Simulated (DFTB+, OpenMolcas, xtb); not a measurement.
# How methods differ on C2H6Zn (dimethylzinc)

C2H6Zn has 9 atoms, charge 0, and is taken as a singlet. SMILES: `[CH3][Zn][CH3]`. The shape is that of a PBE0-D4/def2-TZVP optimisation.

Each level gives the vertical energy of the triplet above the singlet (eV). The values are calculated.

```csv
level,kind,program,value (eV),CPU time (all runs)
DFTB2,semi-empirical,DFTB+,5.37,under 2 s
GFN1-xTB,semi-empirical,xtb,5.22,under 2 s
HF/cc-pVDZ,Hartree–Fock,OpenMolcas,5.41,92 s
SVWN5/cc-pVDZ,LDA,OpenMolcas,5.51,3.5 min
revPBE/cc-pVDZ,GGA,OpenMolcas,5.36,4.4 min
r2SCAN/cc-pVDZ,meta-GGA,OpenMolcas,5.47,4.1 min
PBE0/cc-pVDZ,global hybrid,OpenMolcas,5.57,2.3 min
```

The values span 5.22 to 5.57 eV. The xTB rows lack spin polarisation, so open shells miss the exchange term that lowers them. A triplet this far above the singlet is often a Rydberg-like or dissociative state; sets without diffuse functions put Rydberg states too high. CPU times are rough (shared hosts, several kinds of processor): they show what a rung costs within a factor of a few.

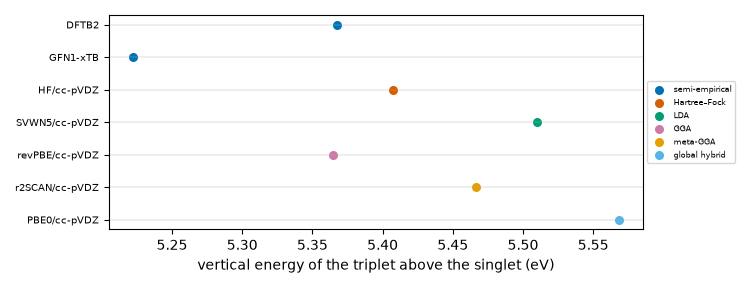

The values of the table, level by level.
